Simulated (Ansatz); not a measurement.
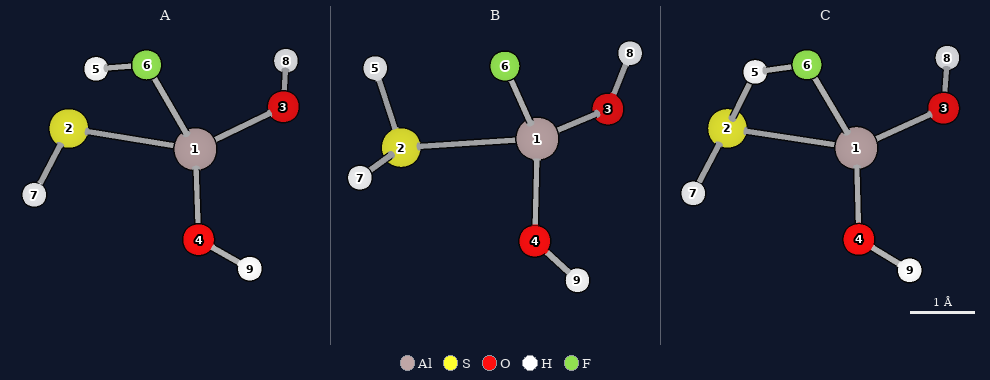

Three geometries of AlH₄SO₂F: a saddle point and the two minima that it joins, in shuffled order. The picture is a ball-and-stick view, seen at a tilt. Sticks join atoms that are closer than about 1.2 times the sum of their covalent radii (a little more with hydrogen).

Stationary points at PBE0-D4/def2-TZVP, single-point energies with CCSD(T)/CBS, CCSD(T), r2SCAN0-D4 (def2-TZVPP where no basis is named; Ansatz 0.2.0). The energies are electronic, without zero-point or thermal terms, and both ends are the minima reached downhill from the saddle, with any fragments still in contact. CCSD(T)/CBS stands for a frozen-core estimate: MP2 correlation extrapolated from def2-TZVPP and def2-QZVPP, CCSD(T) minus MP2 from the smaller set.

### Identify the saddle point and describe the reaction.

Frame C is the saddle point. From A over the saddle to B, a bond forms: S2–H5 (1.94 → 1.80 → 1.34 Å). A bond breaks: H5–F6 (1.01 → 1.07 → 2.95 Å). Bonds that stay but change much: Al1–F6 (1.96 → 1.90 → 1.66 Å). The saddle has one imaginary mode, 218i cm⁻¹. With CCSD(T)/CBS the barrier is 0.03 eV from A and 0.88 eV from B, and B lies 0.85 eV below A.

```tsv
level	barrier from A (eV)	barrier from B (eV)	B less A (eV)
CCSD(T)/CBS	0.03	0.88	−0.85
CCSD(T)	0.03	0.88	−0.85
r2SCAN0-D4	0.01	0.78	−0.77
```

Against CCSD(T)/CBS, CCSD(T) comes closest on the barrier from A (+0.00 eV) and r2SCAN0-D4 misses most (−0.02 eV).
